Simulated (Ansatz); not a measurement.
# Ag wire along [110], 19 atoms a period: bands along the axis

What gap, if any, does the Ag wire along [110], 19 atoms a period have, and how many channels would it open?

Method: DFT PBE, plane waves, PAW; relaxation of a wire's period; PAW set soft_1, in the first sound run; inputs show where later runs differ, in Ansatz 0.2.0.

**1. Starting point**

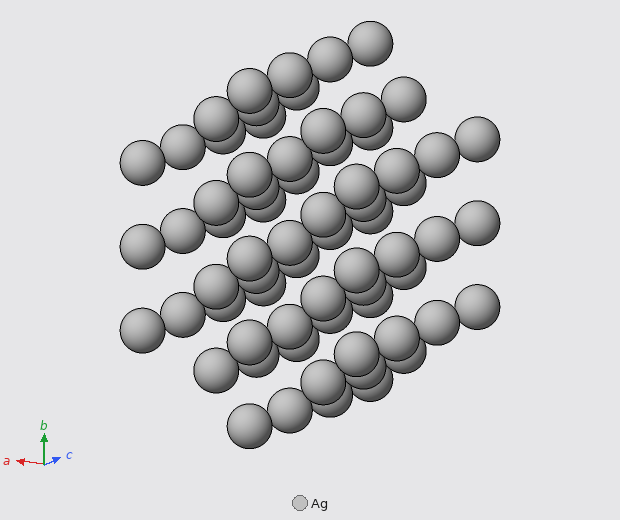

The cell as given, at a slant to the c axis (silver light grey). 1×1×3 cells are drawn. Some periodic images of atoms are drawn too.

The cell holds 19 atoms: 19 Ag. Its edges and angles: a = 15.100 Å, b = 18.538 Å, c = 2.934 Å, α = 90.0°, β = 90.0°, γ = 90.0°. Vacuum lies along a and b. The structure's axis is c.

**2. Relaxing the period**

Band widths follow the bond lengths, so the wire is relaxed first. The atoms and the third cell vector are free; the box across stays fixed as vacuum. A Fermi-Dirac smearing is set since the result may be a metal. The pressure printed is a third of the stress's trace over the whole box, vacuum included; only the stress along the axis is relaxed.

input.yaml

```yaml
crystal:
  lattice:
    - [15.1, 0.0, 0.0]
    - [0.0, 18.538, 0.0]
    - [0.0, 0.0, 2.9344931419]
  atoms:
    - { symbol: Ag, position: [0.225165563, 0.658295362, 0.0] }
    - { symbol: Ag, position: [0.225165563, 0.49999926, 0.0] }
    - { symbol: Ag, position: [0.5, 0.658295362, 0.0] }
    - { symbol: Ag, position: [0.5, 0.49999926, 0.0] }
    - { symbol: Ag, position: [0.5, 0.816591464, 0.0] }
    - { symbol: Ag, position: [0.774834437, 0.658295362, 0.0] }
    - { symbol: Ag, position: [0.774834437, 0.49999926, 0.0] }
    - { symbol: Ag, position: [0.362582781, 0.262555107, 0.5] }
    - { symbol: Ag, position: [0.362582781, 0.420851209, 0.5] }
    - { symbol: Ag, position: [0.362582781, 0.579147311, 0.5] }
    - { symbol: Ag, position: [0.362582781, 0.737443413, 0.5] }
    - { symbol: Ag, position: [0.637417219, 0.262555107, 0.5] }
    - { symbol: Ag, position: [0.637417219, 0.420851209, 0.5] }
    - { symbol: Ag, position: [0.637417219, 0.579147311, 0.5] }
    - { symbol: Ag, position: [0.637417219, 0.737443413, 0.5] }
    - { symbol: Ag, position: [0.225165563, 0.341703158, 0.0] }
    - { symbol: Ag, position: [0.5, 0.341703158, 0.0] }
    - { symbol: Ag, position: [0.5, 0.183407056, 0.0] }
    - { symbol: Ag, position: [0.774834437, 0.341703158, 0.0] }
kpoints:
  mp_grid: { grid: [1, 1, 28] }
scf:
  occupations: { method: fermi_dirac, width: 0.05 }
hamiltonian:
  xc: pbe
  pseudopotentials: { kind: paw, azcp: { folder: soft_1 } }
relax:
  cell: { fix: [a, b, alpha, beta, gamma] }
  max_steps: 45
  f_tol: 0.03
```

Started as:

```sh
$ ansatz run input.yaml --threads 4 --pin off --max-ram 16384MiB --backend cpu --events-out ev --progress --plain --runs-dir out
```

Numbers of over 12 decimals in the logs are rounded to 6 here.

The log of the run:

```text
Engine: ansatz 0.2.0, aarch64-unknown-linux-gnu
Pseudopotentials: kind: paw
Pseudopotential: Ag, paw, valence charge 19, recommended cutoff 420 eV (normal), soft_1/Ag.paw.azcp
Functional definition: PBE
  parameter kappa = 0.804
  parameter beta = 0.066725
  exchange = pbe_x(kappa = kappa, mu = beta*pi^2/3)
  correlation = pbe_c(beta = beta)
Crystal: 19 atoms, lattice volume = 821.434 Å³
Basis set: ecut = 420 eV, 15971 PW (Γ), exchange–correlation on 216×250×40 points (8 copies of the dense FFT grid, shifted against one another)
Bands: 217, of which v1, the nominal top of the filled ones, is band 181 counted from 1 (180 counted from 0)
Symmetry: 8 space group operations
Space group: Pmmm (ITA 47), of the structure as read, at distance tolerance 9.4e-5 Å
k-points: 15 of 28
Non-local potential: Ag, projectors of the file, l = 0: 3, l = 1: 2, l = 2: 2, l = 3: 1
PAW form: soft (Blöchl's): semilocal exchange-correlation on the pseudo side does not see the compensation charge
PAW one-centre angular grid: Ag, 590 points (default); XC on 64 Gauss nodes
Initial density: superposition of atomic densities (neutral atoms: chi_scale 0, normalization atom)
Initial wavefunctions: pseudopotential atomic-orbital guess
Functional: x = pbe(κ = 0.804, μ = 0.219515), c = pbe(β = 0.066725)
SCF iter   1: F=—  HF=-144219.000008 eV  |F-HF|=—  |Δ(HF+E_count)|=         —  Δρ=3.55e-2  dr2=1.34e1  ethr=3.10e-3  ⟨swp⟩=6.1  Hψ=12442  notcnv=0  defer=135
preconditioner: auto → LDOS  [metal: Δε(μ)=0.035 eV  Ē_g=8.133 eV  σ=0.050 eV  W_gap=0.17  n_scr=170 (ndim 8)  ℏωp=18.7 eV  f_vac=0.522  D(μ)=6.72/eV (n_scr^D=30)  β→1.0]
SCF iter   2: F=—  HF=-144221.367250 eV  |F-HF|=—  |Δ(HF+E_count)|=    2.37e0  Δρ=5.18e-2  dr2=1.90e1  ethr=3.10e-3  ⟨swp⟩=2.6  Hψ=7240  notcnv=0  defer=381
SCF iter   3: F=—  HF=-144215.669162 eV  |F-HF|=—  |Δ(HF+E_count)|=    5.70e0  Δρ=8.24e-3  dr2=4.03e-1  ethr=3.10e-3  ⟨swp⟩=2.5  Hψ=6168  notcnv=0  defer=386
SCF iter   4: F=—  HF=-144215.595495 eV  |F-HF|=—  |Δ(HF+E_count)|=   7.37e-2  Δρ=1.17e-3  dr2=1.37e-2  ethr=1.12e-4  ⟨swp⟩=2.1  Hψ=6384  notcnv=0  defer=384
SCF iter   5: F=—  HF=-144215.594292 eV  |F-HF|=—  |Δ(HF+E_count)|=   1.20e-3  Δρ=4.52e-4  dr2=1.54e-3  ethr=3.79e-6  ⟨swp⟩=2.9  Hψ=5738  notcnv=0  defer=384
SCF iter   6: F=—  HF=-144215.594633 eV  |F-HF|=—  |Δ(HF+E_count)|=   3.41e-4  Δρ=1.43e-4  dr2=1.97e-4  ethr=4.27e-7  ⟨swp⟩=2.5  Hψ=5622  notcnv=0  defer=384
SCF iter   7: F=—  HF=-144215.594641 eV  |F-HF|=—  |Δ(HF+E_count)|=   8.20e-6  Δρ=4.42e-5  dr2=1.89e-5  ethr=5.46e-8  ⟨swp⟩=2.1  Hψ=5392  notcnv=0  defer=384
SCF iter   8: F=—  HF=-144215.594344 eV  |F-HF|=—  |Δ(HF+E_count)|=   2.97e-4  Δρ=1.81e-5  dr2=2.96e-6  ethr=5.23e-9  ⟨swp⟩=2.1  Hψ=4930  notcnv=0  defer=384
SCF iter   9: F=—  HF=-144215.594345 eV  |F-HF|=—  |Δ(HF+E_count)|=   1.07e-6  Δρ=6.87e-6  dr2=3.76e-7  ethr=8.20e-10  ⟨swp⟩=2.0  Hψ=5013  notcnv=0  defer=384
SCF iter  10: F=-144215.594345 eV  HF=-144215.594345 eV  |F-HF|=1.52e-8  |Δ(HF+E_count)|=   1.49e-7  Δρ=1.93e-6  dr2=4.89e-8  ethr=2.77e-11  ⟨swp⟩=5.0  Hψ=10817  notcnv=0
SCF 1 converged in 10 iterations: F = -144215.594345 eV  dr2 = 4.89e-8
  greatest PAW one-centre occupation: 1.001 electrons in one spin orbital (limit 2), on the Ag atom at site 3 (counted from 0), in its partial waves of l = 0
relax step   1: F+E_penalty+E_count = -144215.59434526 eV  Δ(F+E_penalty+E_count) = +0.000e0 eV  max|allowed force component| = 3.326e-1 eV/Å  Δτ_max = 0.0000 Å  P = -1.114 GPa  Ω = 821.434 Å³  fix = [a, b, alpha, beta, gamma]  reactions: a -0.784, b -1.082 GPa  (10 SCF iters, dr2 threshold 1.00e-7 eV, accepted)
Crystal: 19 atoms, lattice volume = 801.675 Å³
Basis set: ecut = 420 eV, 15643 PW (Γ), exchange–correlation on 216×250×40 points (8 copies of the dense FFT grid, shifted against one another)
Initial density: handed on by an earlier stage of this run
Initial wavefunctions: those handed on with the density
iter 1 solved again at ethr=5.16e-5 eV; its pass at ethr=3.10e-3 eV (dr2=1.86e-1 eV) is discarded
SCF iter   1: F=—  HF=-144215.767215 eV  |F-HF|=—  |Δ(HF+E_count)|=         —  Δρ=4.61e-3  dr2=1.87e-1  ethr=5.16e-5  ⟨swp⟩=3.3  Hψ=16647  notcnv=0
preconditioner: auto → LDOS  [metal: Δε(μ)=0.019 eV  Ē_g=8.655 eV  σ=0.050 eV  W_gap=0.10  n_scr=170 (ndim 8)  ℏωp=19.0 eV  f_vac=0.533  D(μ)=6.19/eV (n_scr^D=30)  β→1.0]
SCF iter   2: F=—  HF=-144215.796588 eV  |F-HF|=—  |Δ(HF+E_count)|=   2.94e-2  Δρ=5.99e-3  dr2=3.10e-1  ethr=5.16e-5  ⟨swp⟩=2.7  Hψ=6785  notcnv=0
SCF iter   3: F=—  HF=-144215.714581 eV  |F-HF|=—  |Δ(HF+E_count)|=   8.20e-2  Δρ=5.87e-4  dr2=6.49e-3  ethr=5.16e-5  ⟨swp⟩=2.2  Hψ=6302  notcnv=0  defer=88
SCF iter   4: F=—  HF=-144215.714246 eV  |F-HF|=—  |Δ(HF+E_count)|=   3.36e-4  Δρ=3.35e-4  dr2=6.99e-4  ethr=1.80e-6  ⟨swp⟩=2.1  Hψ=5036  notcnv=0  defer=131
SCF iter   5: F=—  HF=-144215.714096 eV  |F-HF|=—  |Δ(HF+E_count)|=   1.50e-4  Δρ=4.98e-5  dr2=3.46e-5  ethr=1.94e-7  ⟨swp⟩=2.0  Hψ=5443  notcnv=0  defer=131
SCF iter   6: F=—  HF=-144215.714097 eV  |F-HF|=—  |Δ(HF+E_count)|=   1.39e-6  Δρ=2.34e-5  dr2=5.60e-6  ethr=9.59e-9  ⟨swp⟩=2.0  Hψ=4591  notcnv=0  defer=131
SCF iter   7: F=-144215.714098 eV  HF=-144215.714098 eV  |F-HF|=6.98e-9  |Δ(HF+E_count)|=   3.53e-7  Δρ=5.89e-6  dr2=2.99e-7  ethr=5.26e-10  ⟨swp⟩=4.1  Hψ=10198  notcnv=0
SCF 2 converged in 7 iterations: F = -144215.714098 eV  dr2 = 2.99e-7
relax step   2: F+E_penalty+E_count = -144215.71409781 eV  Δ(F+E_penalty+E_count) = -1.198e-1 eV  max|allowed force component| = 1.760e-1 eV/Å  Δτ_max = 0.1952 Å  P = +0.849 GPa  Ω = 801.675 Å³  energy of the carried Pulay correction = +3.817e-3 eV  fix = [a, b, alpha, beta, gamma]  reactions: a +0.916, b +0.810 GPa  (7 SCF iters, dr2 threshold 1.90e-6 eV, accepted)
Crystal: 19 atoms, lattice volume = 806.708 Å³
Basis set: ecut = 420 eV, 15743 PW (Γ), exchange–correlation on 216×250×40 points (8 copies of the dense FFT grid, shifted against one another)
iter 1 solved again at ethr=9.50e-6 eV; its pass at ethr=3.10e-3 eV (dr2=3.43e-2 eV) is discarded
SCF iter   1: F=—  HF=-144215.777390 eV  |F-HF|=—  |Δ(HF+E_count)|=         —  Δρ=1.96e-3  dr2=3.38e-2  ethr=9.50e-6  ⟨swp⟩=2.2  Hψ=15725  notcnv=0
preconditioner: auto → LDOS  [metal: Δε(μ)=0.042 eV  Ē_g=8.604 eV  σ=0.050 eV  W_gap=0.20  n_scr=166 (ndim 8)  ℏωp=18.9 eV  f_vac=0.527  D(μ)=6.29/eV (n_scr^D=30)  β→1.0]
SCF iter   2: F=—  HF=-144215.781177 eV  |F-HF|=—  |Δ(HF+E_count)|=   3.79e-3  Δρ=2.20e-3  dr2=5.74e-2  ethr=9.36e-6  ⟨swp⟩=2.1  Hψ=6210  notcnv=0
SCF iter   3: F=—  HF=-144215.768308 eV  |F-HF|=—  |Δ(HF+E_count)|=   1.29e-2  Δρ=3.36e-4  dr2=1.39e-3  ethr=9.36e-6  ⟨swp⟩=2.0  Hψ=5363  notcnv=0
SCF iter   4: F=—  HF=-144215.767992 eV  |F-HF|=—  |Δ(HF+E_count)|=   3.16e-4  Δρ=2.04e-4  dr2=2.87e-4  ethr=3.84e-7  ⟨swp⟩=2.0  Hψ=5135  notcnv=0
SCF iter   5: F=—  HF=-144215.767928 eV  |F-HF|=—  |Δ(HF+E_count)|=   6.36e-5  Δρ=4.32e-5  dr2=2.05e-5  ethr=7.96e-8  ⟨swp⟩=2.0  Hψ=4946  notcnv=0
SCF iter   6: F=-144215.767925 eV  HF=-144215.767926 eV  |F-HF|=8.30e-7  |Δ(HF+E_count)|=   2.37e-6  Δρ=1.13e-5  dr2=1.48e-6  ethr=5.26e-10  ⟨swp⟩=3.0  Hψ=12372  notcnv=0
SCF 3 converged in 6 iterations: F = -144215.767925 eV  dr2 = 1.48e-6
relax step   3: F+E_penalty+E_count = -144215.76792527 eV  Δ(F+E_penalty+E_count) = -5.383e-2 eV  max|allowed force component| = 2.881e-2 eV/Å  Δτ_max = 0.0553 Å  P = -0.058 GPa  Ω = 806.708 Å³  energy of the carried Pulay correction = +2.836e-3 eV  fix = [a, b, alpha, beta, gamma]  reactions: a +0.026, b -0.110 GPa  (6 SCF iters, dr2 threshold 1.90e-6 eV, accepted)
Crystal: 19 atoms, lattice volume = 805.819 Å³
Basis set: ecut = 420 eV, 15735 PW (Γ), exchange–correlation on 216×250×40 points (8 copies of the dense FFT grid, shifted against one another)
iter 1 solved again at ethr=1.26e-7 eV; its pass at ethr=3.10e-3 eV (dr2=4.56e-4 eV) is discarded
SCF iter   1: F=—  HF=-144215.769223 eV  |F-HF|=—  |Δ(HF+E_count)|=         —  Δρ=2.43e-4  dr2=5.15e-4  ethr=1.26e-7  ⟨swp⟩=3.1  Hψ=14719  notcnv=0
preconditioner: auto → LDOS  [metal: Δε(μ)=0.036 eV  Ē_g=8.591 eV  σ=0.050 eV  W_gap=0.17  n_scr=170 (ndim 8)  ℏωp=18.9 eV  f_vac=0.527  D(μ)=6.20/eV (n_scr^D=30)  β→1.0]
SCF iter   2: F=—  HF=-144215.769218 eV  |F-HF|=—  |Δ(HF+E_count)|=   4.90e-6  Δρ=2.62e-4  dr2=6.38e-4  ethr=1.26e-7  ⟨swp⟩=2.3  Hψ=5721  notcnv=0
SCF iter   3: F=—  HF=-144215.769045 eV  |F-HF|=—  |Δ(HF+E_count)|=   1.73e-4  Δρ=4.56e-5  dr2=1.91e-5  ethr=1.26e-7  ⟨swp⟩=2.0  Hψ=5707  notcnv=0
SCF iter   4: F=—  HF=-144215.768864 eV  |F-HF|=—  |Δ(HF+E_count)|=   1.81e-4  Δρ=1.80e-5  dr2=2.06e-6  ethr=5.28e-9  ⟨swp⟩=2.0  Hψ=5720  notcnv=0
SCF iter   5: F=—  HF=-144215.768864 eV  |F-HF|=—  |Δ(HF+E_count)|=   3.68e-7  Δρ=4.60e-6  dr2=1.59e-7  ethr=5.71e-10  ⟨swp⟩=2.0  Hψ=5695  notcnv=0
SCF iter   6: F=—  HF=-144215.768864 eV  |F-HF|=—  |Δ(HF+E_count)|=   7.10e-9  Δρ=1.41e-6  dr2=2.15e-8  ethr=4.40e-11  ⟨swp⟩=2.0  Hψ=5730  notcnv=0
SCF iter   7: F=-144215.768864 eV  HF=-144215.768864 eV  |F-HF|=3.78e-10  |Δ(HF+E_count)|=  9.31e-10  Δρ=3.10e-7  dr2=1.01e-9  ethr=5.58e-12  ⟨swp⟩=4.0  Hψ=9793  notcnv=0
SCF 4 converged in 7 iterations: F = -144215.768864 eV  dr2 = 1.01e-9
relax step   4: F+E_penalty+E_count = -144215.76886375 eV  Δ(F+E_penalty+E_count) = -9.385e-4 eV  max|allowed force component| = 6.052e-3 eV/Å  Δτ_max = 0.0125 Å  P = +0.001 GPa  Ω = 805.819 Å³  energy of the carried Pulay correction = +3.009e-3 eV  fix = [a, b, alpha, beta, gamma]  reactions: a +0.061, b -0.048 GPa  (7 SCF iters, dr2 threshold 2.02e-8 eV, accepted)
Initial wavefunctions: pseudopotential atomic-orbital guess (no wavefunctions were taken with the density)
iter 1 solved again at ethr=9.90e-8 eV; its pass at ethr=3.10e-3 eV (dr2=3.57e-4 eV) is discarded
SCF iter   1: F=—  HF=-144215.765754 eV  |F-HF|=—  |Δ(HF+E_count)|=         —  Δρ=3.86e-5  dr2=1.91e-6  ethr=9.90e-8  ⟨swp⟩=4.4  Hψ=24022  notcnv=0
preconditioner: auto → LDOS  [metal: Δε(μ)=0.037 eV  Ē_g=8.593 eV  σ=0.050 eV  W_gap=0.18  n_scr=170 (ndim 8)  ℏωp=18.9 eV  f_vac=0.527  D(μ)=6.20/eV (n_scr^D=30)  β→1.0]
SCF iter   2: F=—  HF=-144215.765566 eV  |F-HF|=—  |Δ(HF+E_count)|=   1.88e-4  Δρ=2.55e-5  dr2=3.96e-6  ethr=5.28e-10  ⟨swp⟩=3.0  Hψ=7182  notcnv=0
SCF iter   3: F=—  HF=-144215.765565 eV  |F-HF|=—  |Δ(HF+E_count)|=   9.92e-7  Δρ=1.20e-5  dr2=9.75e-7  ethr=5.28e-10  ⟨swp⟩=2.0  Hψ=5967  notcnv=0
SCF iter   4: F=—  HF=-144215.765565 eV  |F-HF|=—  |Δ(HF+E_count)|=   2.63e-7  Δρ=3.20e-6  dr2=6.92e-8  ethr=2.70e-10  ⟨swp⟩=2.0  Hψ=4483  notcnv=0
SCF iter   5: F=—  HF=-144215.765565 eV  |F-HF|=—  |Δ(HF+E_count)|=   1.90e-8  Δρ=6.48e-7  dr2=3.17e-9  ethr=1.92e-11  ⟨swp⟩=2.0  Hψ=5639  notcnv=0
SCF iter   6: F=-144215.765565 eV  HF=-144215.765565 eV  |F-HF|=5.82e-11  |Δ(HF+E_count)|=   1.08e-9  Δρ=7.83e-8  dr2=6.35e-11  ethr=1.00e-12  ⟨swp⟩=3.1  Hψ=13200  notcnv=0
SCF 5 converged in 6 iterations: F = -144215.765565 eV  dr2 = 6.35e-11
relax step   5: F+E_penalty+E_count = -144215.76556471 eV  Δ(F+E_penalty+E_count) = +3.299e-3 eV  max|allowed force component| = 6.126e-3 eV/Å  Δτ_max = 0.0000 Å  P = +0.004 GPa  Ω = 805.819 Å³  fix = [a, b, alpha, beta, gamma]  reactions: a +0.063, b -0.045 GPa  stress off target by 6.40e-3 GPa on what of the cell is left free  SCF on the basis re-selected at this cell (its energy is not comparable with the rows above)  (6 SCF iters)
basis re-selected at this cell: Δ(F+E_penalty+E_count) = +3.299e-3 eV, ΔP = +0.003 GPa vs the last step (what re-selecting the basis moved, of the pressure what is left beyond the Pulay correction that the steps carried, after the strain that the cell walked since its last selection, with what the two solves' SCF thresholds leave and, on support functions, any second-order correction that the steps lacked; it is no m [...]
SCF converged after 6 iterations
Free energy (F): -144215.765565 eV
Harris-Foulkes:  -144215.765565 eV  (|F-HF|=5.82e-11)
Internal energy: -144215.715944 eV  (E = F + TS)
E sigma→0 (E₀):  -144215.740754 eV
Entropy (-TS):   -0.049621 eV (-2.612 meV/atom)
Fermi energy:    4.486601 eV
--- Per-component energies (eV) ---
  E_band       = -9034.314445
  E_kinetic    = 8887.878032
  E_local      = -270726.932289  (includes V_loc(G=0)·N_el)
  E_nonlocal   = 608.832213
  E_hartree    = 132765.086333
  E_xc         = -3010.116550
  E_vxc        = -3807.808515  (∫ρ·V_xc dr)
  E_paw        = -75165.769508  (= ΣΔE_a)
  E_vpaw       = -9526.465088  (= ΣTr[D̂ρ^β])
  E_aug_tail   = 0.007170  (compensation charges beyond the density's cutoff)
  E_ewald      = 62425.298654
  E_smearing   = -0.049621  (= −TS)
  E_closure    = -0.000000  (closes the sum)
  Σ components = -144215.765565   (vs F -144215.765565, Δ=0.00e0)
--- Forces (eV/Å), atoms counted from 1 ---
  atom   1  Ag    -0.00250993     0.00072728     0.00000000
  atom   2  Ag    -0.00480955     0.00000000     0.00000000
  atom   3  Ag    -0.00000000    -0.00218820     0.00000000
  atom   4  Ag     0.00000000     0.00000000     0.00000000
  atom   5  Ag    -0.00000000    -0.00482889     0.00000000
  atom   6  Ag     0.00250993     0.00072728     0.00000000
  atom   7  Ag     0.00480955     0.00000000     0.00000000
  atom   8  Ag    -0.00163394    -0.00061640     0.00000000
  atom   9  Ag     0.00612643     0.00062369     0.00000000
  atom  10  Ag     0.00612643    -0.00062369     0.00000000
  atom  11  Ag    -0.00163394     0.00061640     0.00000000
  atom  12  Ag     0.00163394    -0.00061640     0.00000000
  atom  13  Ag    -0.00612643     0.00062369     0.00000000
  atom  14  Ag    -0.00612643    -0.00062369     0.00000000
  atom  15  Ag     0.00163394     0.00061640     0.00000000
  atom  16  Ag    -0.00250993    -0.00072728     0.00000000
  atom  17  Ag    -0.00000000     0.00218820     0.00000000
  atom  18  Ag     0.00000000     0.00482889     0.00000000
  atom  19  Ag     0.00250993    -0.00072728     0.00000000
  max |Σ_I F_I| component: 7.59e-19 eV/Å
--- Stress (GPa, compression-positive) ---
        0.063075       0.000000       0.000000
        0.000000      -0.044939       0.000000
        0.000000       0.000000      -0.006401
  P = ⅓ Tr σ = 0.0039 GPa (0.039 kbar)
--- Relaxed structure (4 steps of the walk, 4 accepted, 1 SCFs on fresh bases) ---
  F+E_penalty+E_count = -144215.76556471 eV   max|allowed force component| = 6.126e-3 eV/Å   (the final SCF, on the basis selected at the relaxed cell)
  cell:  # Å, volume = 805.8185 Å³
    - [15.1, 0.0, 0.0]
    - [0.0, 18.538, 0.0]
    - [0.0, 0.0, 2.878707]
  atoms:
    - { symbol: Ag, position: [0.227661, 0.655630, 0.0] }
    - { symbol: Ag, position: [0.221984, 0.49999926, 0.0] }
    - { symbol: Ag, position: [0.5, 0.655091, 0.0] }
    - { symbol: Ag, position: [0.5, 0.49999926, 0.0] }
    - { symbol: Ag, position: [0.5, 0.807902, 0.0] }
    - { symbol: Ag, position: [0.772339, 0.655630, 0.0] }
    - { symbol: Ag, position: [0.778016, 0.49999926, 0.0] }
    - { symbol: Ag, position: [0.360482, 0.264183, 0.500000] }
    - { symbol: Ag, position: [0.360464, 0.422384, 0.500000] }
    - { symbol: Ag, position: [0.360464, 0.577614, 0.500000] }
    - { symbol: Ag, position: [0.360482, 0.735816, 0.500000] }
    - { symbol: Ag, position: [0.639518, 0.264183, 0.500000] }
    - { symbol: Ag, position: [0.639536, 0.422384, 0.500000] }
    - { symbol: Ag, position: [0.639536, 0.577614, 0.500000] }
    - { symbol: Ag, position: [0.639518, 0.735816, 0.500000] }
    - { symbol: Ag, position: [0.227661, 0.344368, 0.0] }
    - { symbol: Ag, position: [0.5, 0.344907, 0.0] }
    - { symbol: Ag, position: [0.5, 0.192097, 0.0] }
    - { symbol: Ag, position: [0.772339, 0.344368, 0.0] }
```

It took 5.7 min on 4 threads of Arm Neoverse V1, shared host; peak memory 4 GiB; 23 min of CPU time.

(Continued in part 2 of 2.)

[Logs are printed without paths, hosts, clocks, repeated set-up lines and the standing remarks that a program may print on its own settings, such as how far it seeks lower states.]

[Hosts, paths, dates, database ids (printed as entryN), source tags and the programs' standing remarks are cut or masked in the printed files.]
